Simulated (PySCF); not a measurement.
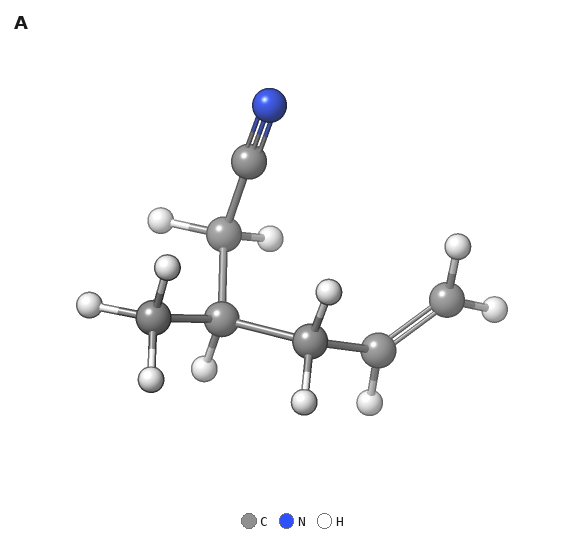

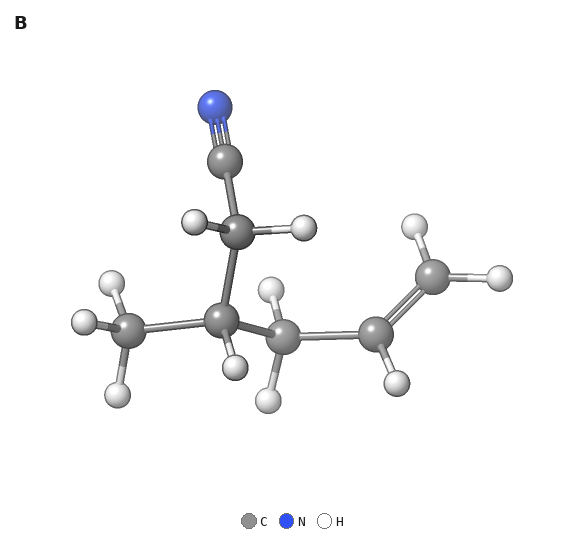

Atoms fade into the background with distance from the viewer. The geometry was computed by an optimisation with PBE0-D3(BJ)/def2-SVP. No frequency run is at hand to confirm it as a minimum.

> Are A and B the same structure? If not, how do they differ?

No. They are enantiomers, mirror images that no rotation superimposes: A is C=CC[C@@H](C)CC#N (R), B is C=CC[C@H](C)CC#N (S). Their energies are equal.
